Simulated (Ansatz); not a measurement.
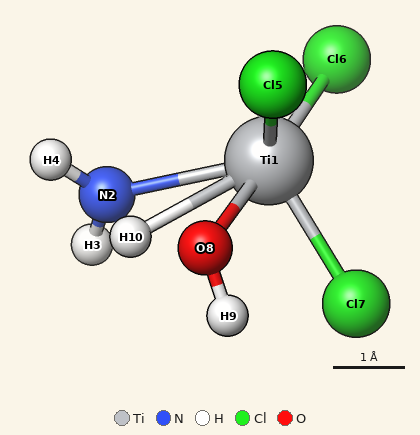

Figure 1. The starting structure (ball-and-stick view, seen at a tilt; atoms are numbered from 1 in the order of the input). Sticks mark near contacts.

**TiNH4Cl3O: geometry relaxation (part 1 of 2)**

TiNH4Cl3O, computed with RKS PBE0/def2-SVP (Ansatz 0.2.0).

The input holds or restrains some coordinates. It belongs to a series of runs on one base structure; here: pulled along the bonds that form and break, towards end A. Figures and captions count atoms from 1; the log counts them from 0 in places.

### Input file
```yaml
crystal:
  periodic: [false, false, false]
  atoms:
    - { symbol: Ti, position_ang: [0.0, 0.0, 0.0] }
    - { symbol: "N", position_ang: [0.0, 0.0, 2.41] }
    - { symbol: H, position_ang: [-0.877, -0.2713, 2.94] }
    - { symbol: H, position_ang: [0.877, 0.2713, 2.94] }
    - { symbol: Cl, position_ang: [2.2349, 0.0, -0.7892] }
    - { symbol: Cl, position_ang: [-1.1163, 1.9339, -0.7892] }
    - { symbol: Cl, position_ang: [-1.1163, -1.9339, -0.7892] }
    - { symbol: O, position_ang: [1.1587, -1.7595, 0.7] }
    - { symbol: H, position_ang: [0.5923, -2.5915, 0.6155] }
    - { symbol: H, position_ang: [0.7357, -1.1172, 1.9025] }
basis:
  gaussian: { orbitals: def2-SVP }
hamiltonian:
  xc: pbe0
relax:
  f_tol: 0.15
  max_steps: 25
  restrain:
    - { distance: [0, 7], at: 3.12, k: 30.0 }
    - { distance: [9, 1], at: 2.26, k: 30.0 }
    - { distance: [0, 1], at: 2.06, k: 30.0 }
    - { distance: [9, 7], at: 1.01, k: 30.0 }
```

Machine: 4 threads of Arm Neoverse V1, 24 GiB of memory available, shared host.

Command:
```bash
ansatz run input.yaml --threads 4 --pin off --max-ram 5120MiB --backend cpu --events-out ev --progress --plain --runs-dir out
```

### The program's output
```
The last accepted step is kept in [file] (removed where the run ends without a failure and the disk answers)
Engine: ansatz 0.2.0, aarch64-unknown-linux-gnu
Functional definition: PBE0
  parameter a = 0.25
  parameter kappa = 0.804
  parameter beta = 0.06672455060314922
  exchange = (1 - a)*pbe_x(kappa = kappa, mu = beta*pi^2/3) + a*exact_x
  correlation = pbe_c(beta = beta)
1432 factors; integrals over basis functions are off by at most 3.8e-4 eV
mean field evaluation 1: about -64234.5966 eV, gradient 7.5e1 eV
mean field evaluation 2: about -63580.1078 eV, gradient 4.3e2 eV
mean field evaluation 4: about -64246.4167 eV, gradient 3.7e1 eV
mean field evaluation 8: about -64249.3340 eV, gradient 1.3e0 eV
mean field evaluation 16: about -64249.3961 eV, gradient 3.1e-3 eV
mean field -64249.39613760 eV, -2361.1217582518 hartree, gradient 2.8e-5 eV, S^2 0.000000; 0 other end points of the search recorded, 0 dependent functions left out
the calculation of the forces begins
reference -64249.39621431 eV, -2361.1217610709 hartree; 46, 46 occupied and 87, 87 virtual orbitals, 1432 factors
relax step   1: F+E_penalty+E_count = -64249.39613760 eV  Δ(F+E_penalty+E_count) = +0.000e0 eV  max|allowed force component| = 2.203e0 eV/Å  E_restraint = 26.91643811 eV  max|allowed force component, restraints' pulls added| = 2.461e1 eV/Å  Δτ_max = 0.0000 Å  (37 SCF iters, accepted)
  distance Ti 0 - O 7 = 2.2200 Å
  distance H 9 - N 1 = 1.4307 Å
  distance Ti 0 - N 1 = 2.4100 Å
  distance H 9 - O 7 = 1.4274 Å
these checks for a lower state are left out or cut short: starts, cluster_reference, orbital_swaps, neighbouring_geometries, increment
1432 factors; integrals over basis functions are off by at most 4.0e-4 eV
mean field -64249.54355900 eV, -2361.1271758883 hartree, gradient 2.7e-5 eV, S^2 0.000000; 0 other end points of the search recorded, 0 dependent functions left out
[... from here on the field's lines of each further geometry are left out, up to the last ...]
relax step   2: F+E_penalty+E_count = -64249.54355900 eV  Δ(F+E_penalty+E_count) = -1.474e-1 eV  max|allowed force component| = 3.098e0 eV/Å  E_restraint = 11.91840735 eV  max|allowed force component, restraints' pulls added| = 1.840e1 eV/Å  Δτ_max = 0.1949 Å  (46 SCF iters, accepted)
relax step   3: F+E_penalty+E_count = -64250.12204890 eV  Δ(F+E_penalty+E_count) = -5.785e-1 eV  max|allowed force component| = 3.338e0 eV/Å  E_restraint = 3.85867645 eV  max|allowed force component, restraints' pulls added| = 8.712e0 eV/Å  Δτ_max = 0.1948 Å  (45 SCF iters, accepted)
relax step   4: F+E_penalty+E_count = -64250.93543380 eV  Δ(F+E_penalty+E_count) = -8.134e-1 eV  max|allowed force component| = 3.059e0 eV/Å  E_restraint = 0.59213887 eV  max|allowed force component, restraints' pulls added| = 5.741e0 eV/Å  Δτ_max = 0.1947 Å  (39 SCF iters, accepted)
relax step   5: F+E_penalty+E_count = -64252.05042514 eV  Δ(F+E_penalty+E_count) = -1.115e0 eV  max|allowed force component| = 1.681e0 eV/Å  E_restraint = 0.07481995 eV  max|allowed force component, restraints' pulls added| = 1.752e0 eV/Å  Δτ_max = 0.1948 Å  (37 SCF iters, accepted)
relax step   6: F+E_penalty+E_count = -64252.33736051 eV  Δ(F+E_penalty+E_count) = -2.869e-1 eV  max|allowed force component| = 2.498e0 eV/Å  E_restraint = 0.07470295 eV  max|allowed force component, restraints' pulls added| = 7.448e-1 eV/Å  Δτ_max = 0.1998 Å  (41 SCF iters, accepted)
relax step   7: F+E_penalty+E_count = -64252.45610717 eV  Δ(F+E_penalty+E_count) = -1.187e-1 eV  max|allowed force component| = 2.462e0 eV/Å  E_restraint = 0.08914542 eV  max|allowed force component, restraints' pulls added| = 4.878e-1 eV/Å  Δτ_max = 0.1995 Å  (37 SCF iters, accepted)
relax step   8: F+E_penalty+E_count = -64252.54549865 eV  Δ(F+E_penalty+E_count) = -8.939e-2 eV  max|allowed force component| = 2.613e0 eV/Å  E_restraint = 0.11086123 eV  max|allowed force component, restraints' pulls added| = 2.494e-1 eV/Å  Δτ_max = 0.1991 Å  (35 SCF iters, accepted)
relax step   9: F+E_penalty+E_count = -64252.55683932 eV  Δ(F+E_penalty+E_count) = -1.134e-2 eV  max|allowed force component| = 2.357e0 eV/Å  E_restraint = 0.10024743 eV  max|allowed force component, restraints' pulls added| = 2.276e-1 eV/Å  Δτ_max = 0.1879 Å  (36 SCF iters, accepted)
relax step  10: F+E_penalty+E_count = -64252.56315968 eV  Δ(F+E_penalty+E_count) = -6.320e-3 eV  max|allowed force component| = 2.404e0 eV/Å  E_restraint = 0.10361545 eV  max|allowed force component, restraints' pulls added| = 1.989e-1 eV/Å  Δτ_max = 0.0434 Å  (36 SCF iters, accepted)
relax step  11: F+E_penalty+E_count = -64252.56535936 eV  Δ(F+E_penalty+E_count) = -2.200e-3 eV  max|allowed force component| = 2.417e0 eV/Å  E_restraint = 0.10504208 eV  max|allowed force component, restraints' pulls added| = 2.755e-1 eV/Å  Δτ_max = 0.0368 Å  (35 SCF iters, accepted)
relax step  12: F+E_penalty+E_count = -64252.56565706 eV  Δ(F+E_penalty+E_count) = -2.977e-4 eV  max|allowed force component| = 2.423e0 eV/Å  E_restraint = 0.10505483 eV  max|allowed force component, restraints' pulls added| = 2.859e-1 eV/Å  Δτ_max = 0.0148 Å  (36 SCF iters, accepted)
relax step  13: F+E_penalty+E_count = -64252.55064378 eV  Δ(F+E_penalty+E_count) = +1.501e-2 eV  max|allowed force component| = 2.470e0 eV/Å  E_restraint = 0.09361001 eV  max|allowed force component, restraints' pulls added| = 7.492e-1 eV/Å  Δτ_max = 0.1954 Å  (35 SCF iters, rejected (line search))
relax step  14: F+E_penalty+E_count = -64252.57002929 eV  Δ(F+E_penalty+E_count) = -4.372e-3 eV  max|allowed force component| = 2.440e0 eV/Å  E_restraint = 0.10256017 eV  max|allowed force component, restraints' pulls added| = 6.322e-2 eV/Å  Δτ_max = 0.0977 Å  (37 SCF iters, accepted)
relax step  15: F+E_penalty+E_count = -64252.56073851 eV  Δ(F+E_penalty+E_count) = +9.291e-3 eV  max|allowed force component| = 2.440e0 eV/Å  E_restraint = 0.09592394 eV  max|allowed force component, restraints' pulls added| = 7.963e-1 eV/Å  Δτ_max = 0.0962 Å  (36 SCF iters, rejected (line search))
relax step  16: F+E_penalty+E_count = -64252.57058608 eV  Δ(F+E_penalty+E_count) = -5.568e-4 eV  max|allowed force component| = 2.412e0 eV/Å  E_restraint = 0.10049840 eV  max|allowed force component, restraints' pulls added| = 1.665e-1 eV/Å  Δτ_max = 0.0479 Å  (35 SCF iters, accepted)
relax step  17: F+E_penalty+E_count = -64252.57000455 eV  Δ(F+E_penalty+E_count) = +5.815e-4 eV  max|allowed force component| = 2.446e0 eV/Å  E_restraint = 0.09815822 eV  max|allowed force component, restraints' pulls added| = 3.146e-1 eV/Å  Δτ_max = 0.0492 Å  (36 SCF iters, accepted)
relax step  18: F+E_penalty+E_count = -64252.57095237 eV  Δ(F+E_penalty+E_count) = -9.478e-4 eV  max|allowed force component| = 2.413e0 eV/Å  E_restraint = 0.09764299 eV  max|allowed force component, restraints' pulls added| = 4.104e-1 eV/Å  Δτ_max = 0.0731 Å  (36 SCF iters, accepted)
relax step  19: F+E_penalty+E_count = -64252.58395214 eV  Δ(F+E_penalty+E_count) = -1.300e-2 eV  max|allowed force component| = 2.504e0 eV/Å  E_restraint = 0.10414411 eV  max|allowed force component, restraints' pulls added| = 6.016e-2 eV/Å  Δτ_max = 0.1125 Å  (36 SCF iters, accepted)
relax step  20: F+E_penalty+E_count = -64252.55831431 eV  Δ(F+E_penalty+E_count) = +2.564e-2 eV  max|allowed force component| = 2.585e0 eV/Å  E_restraint = 0.10151523 eV  max|allowed force component, restraints' pulls added| = 1.120e0 eV/Å  Δτ_max = 0.1648 Å  (37 SCF iters, rejected (line search))
relax step  21: F+E_penalty+E_count = -64252.58538196 eV  Δ(F+E_penalty+E_count) = -1.430e-3 eV  max|allowed force component| = 2.514e0 eV/Å  E_restraint = 0.10478487 eV  max|allowed force component, restraints' pulls added| = 2.527e-1 eV/Å  Δτ_max = 0.0804 Å  (36 SCF iters, accepted)
relax step  22: F+E_penalty+E_count = -64252.58777237 eV  Δ(F+E_penalty+E_count) = -2.390e-3 eV  max|allowed force component| = 2.515e0 eV/Å  E_restraint = 0.10647546 eV  max|allowed force component, restraints' pulls added| = 1.719e-1 eV/Å  Δτ_max = 0.0500 Å  (35 SCF iters, accepted)
the calculation of the forces begins
reference -64252.59063880 eV, -2361.2391540057 hartree; 46, 46 occupied and 87, 87 virtual orbitals, 1432 factors
relax step  23: F+E_penalty+E_count = -64252.59056368 eV  Δ(F+E_penalty+E_count) = -2.791e-3 eV  max|allowed force component| = 2.528e0 eV/Å  E_restraint = 0.10775636 eV  max|allowed force component, restraints' pulls added| = 4.218e-2 eV/Å  Δτ_max = 0.0292 Å  (36 SCF iters, accepted)
  distance Ti 0 - O 7 = 3.1104 Å
  distance H 9 - N 1 = 2.2617 Å
  distance Ti 0 - N 1 = 1.9799 Å
  distance H 9 - O 7 = 0.9840 Å
1432 factors; integrals over basis functions are off by at most 9.3e-4 eV
mean field evaluation 192: about -64252.5906 eV, gradient 6.4e-2 eV
```

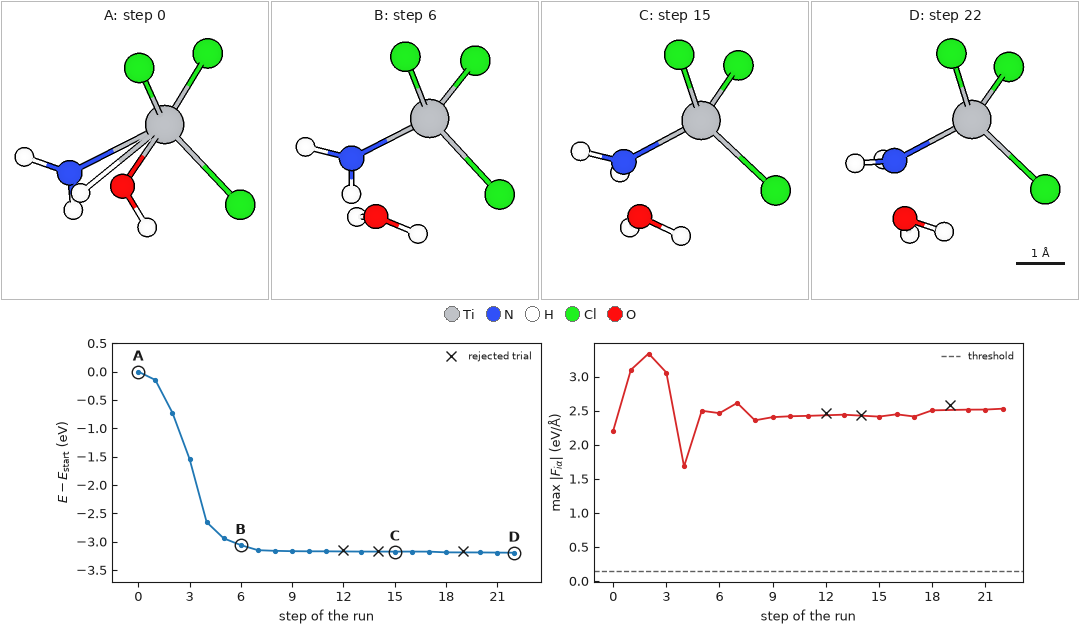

Figure 2. Frames of the restrained relaxation (ball-and-stick view, seen at a tilt) above the curves, on which the letters mark them (the first geometry is step 0 here and step 1 in the log).

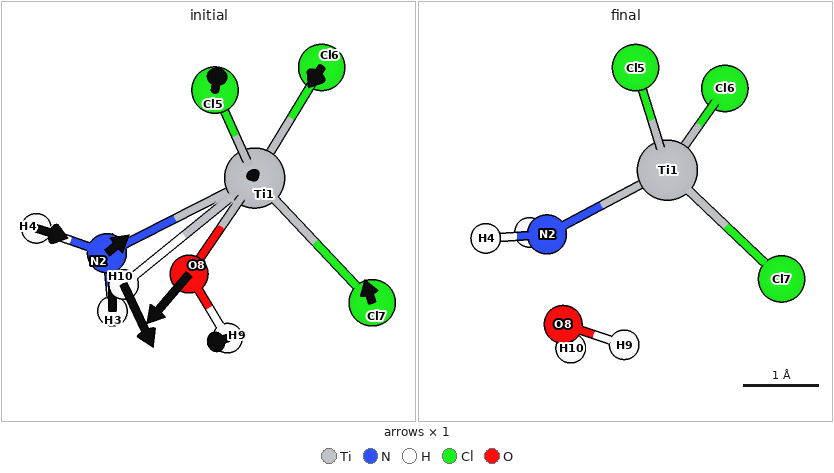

Figure 3. Before (left) and after (right) the restrained relaxation, at one scale (ball-and-stick view, seen at a tilt). The black arrows give the displacements, at true length. Over 22 geometry steps the energy falls by 3.194 eV. The largest force component goes from 2.2 to 2.5 eV/Å. The line search rejected the trial steps at points 12, 14, 19 (counted from 0) and went back. The largest move after the best rigid fit is that of H3, 1.09 Å. Largest moves by element: H 1.09 Å, O 0.90 Å, Cl 0.60 Å, N 0.40 Å, Ti 0.19 Å. Distances before and after: Ti1–O8 2.220 → 3.110 Å, Ti1–H10 2.326 → 2.883 Å, O8–H10 1.427 → 0.984 Å, Ti1–N2 2.410 → 1.980 Å. New bonds form: O8–H10 (1.43 → 0.98 Å). Bonds break: Ti1–O8 (2.22 → 3.11 Å). Among the angles that change: H3–N2–H4 120.0° → 112.4°, N2–Ti1–Cl6 109.5° → 103.6°, N2–Ti1–Cl5 109.4° → 112.8°. (Atoms are counted from 1 in the order of the input.)

```
mean field -64252.59056368 eV, -2361.2391512451 hartree, gradient 2.2e-5 eV, S^2 0.000000; 1 other end points of the search recorded, 0 dependent functions left out
the calculation of the forces begins
reference -64252.59063880 eV, -2361.2391540057 hartree; 46, 46 occupied and 87, 87 virtual orbitals, 1432 factors
Total energy: -64252.59063880 eV, -2361.2391540057 hartree
Atom 0 at    -0.059699     0.181152     0.069012 Å, force     0.121418    -0.302179     2.528425 eV/Å
Atom 1 at    -0.056527     0.115594     2.047849 Å, force    -0.025776     0.117749    -2.437374 eV/Å
Atom 2 at    -0.679476     0.691778     2.609483 Å, force     0.010406     0.001773     0.013716 eV/Å
Atom 3 at     0.819063    -0.091390     2.526852 Å, force    -0.000137     0.013858     0.016461 eV/Å
Atom 4 at     1.898693     0.586404    -0.758357 Å, force     0.008792     0.004238    -0.006576 eV/Å
Atom 5 at    -1.368056     1.844112    -0.381790 Å, force    -0.000449     0.001233     0.000609 eV/Å
Atom 6 at    -0.988912    -1.606899    -0.815744 Å, force     0.003358     0.005483     0.008283 eV/Å
Atom 7 at     1.339796    -2.262538     1.389812 Å, force    -0.806981     0.383568     0.209648 eV/Å
Atom 8 at     1.121701    -2.855591     0.661397 Å, force    -0.006118    -0.005713    -0.003787 eV/Å
Atom 9 at     0.462418    -2.070820     1.791887 Å, force     0.695487    -0.220009    -0.329404 eV/Å
Dipole moment:    -0.145748    -0.030221     0.411758 e Å
```

### Trajectory as extended XYZ (Å, eV, eV/Å), 23 frames, from step=1 to step=23
```
10
Properties=species:S:1:pos:R:3:forces:R:3 step=1 energy=-64249.39614
Ti    0.0000    0.0000    0.0000    1.9171  -2.0993   0.3791
N     0.0000    0.0000    2.4100    1.8072  -2.2033  -2.1667
H    -0.8770   -0.2713    2.9400    1.7072   0.5758  -0.4832
H     0.8770    0.2713    2.9400   -1.9184   0.2429  -0.3109
Cl    2.2349    0.0000   -0.7892   -2.0385   1.3235   0.0488
Cl   -1.1163    1.9339   -0.7892    0.9930  -1.7877   0.7783
Cl   -1.1163   -1.9339   -0.7892   -0.0656   1.9418   0.1251
O     1.1587   -1.7595    0.7000   -2.0943  -0.0824   2.1922
H     0.5923   -2.5915    0.6155    0.9443   1.6367   0.2311
H     0.7357   -1.1172    1.9025   -1.2520   0.4520  -0.7938
10
Properties=species:S:1:pos:R:3:forces:R:3 step=2 energy=-64249.54356
Ti   -0.0693    0.1147    0.0367    2.2777  -2.5661   1.3886
N    -0.0496    0.0989    2.3573    1.0424  -0.8443  -1.6897
H    -0.8627   -0.2639    2.9312    1.3530   0.6898  -0.7677
H     0.8480    0.2744    2.9271   -2.0461  -0.0708  -0.9925
Cl    2.2027    0.0162   -0.7846   -2.3862   1.1432   0.3658
Cl   -1.1116    1.9247   -0.7841    0.5739  -1.0901   0.5004
Cl   -1.1145   -1.9037   -0.7847    0.1678   2.1178   0.4109
O     1.2387   -1.8757    0.8257   -2.0905   1.7260   3.0977
H     0.5900   -2.5946    0.6186    0.5501   0.8140   0.5297
H     0.8174   -1.2593    1.7971    0.5580  -1.9194  -2.8432
10
Properties=species:S:1:pos:R:3:forces:R:3 step=3 energy=-64250.12205
Ti   -0.1220    0.2075    0.0795    2.7124  -3.3375   1.8984
N    -0.1022    0.2001    2.3076    1.0307  -0.5881  -0.9923
H    -0.8495   -0.2540    2.9174    1.1203   0.8412  -1.1396
H     0.8195    0.2704    2.9058   -2.2888  -0.0102  -1.6366
Cl    2.1692    0.0296   -0.7770   -2.5011   1.1281   0.5581
Cl   -1.1088    1.9184   -0.7806    0.0007  -0.1214   0.1147
Cl   -1.1100   -1.8747   -0.7766    0.2594   2.1861   0.6137
O     1.2937   -1.9629    0.9224   -1.4227   0.9147   1.7730
H     0.5926   -2.5911    0.6274    0.5259   0.7103   0.5675
H     0.9065   -1.4116    1.7146    0.5632  -1.7230  -1.7568
```
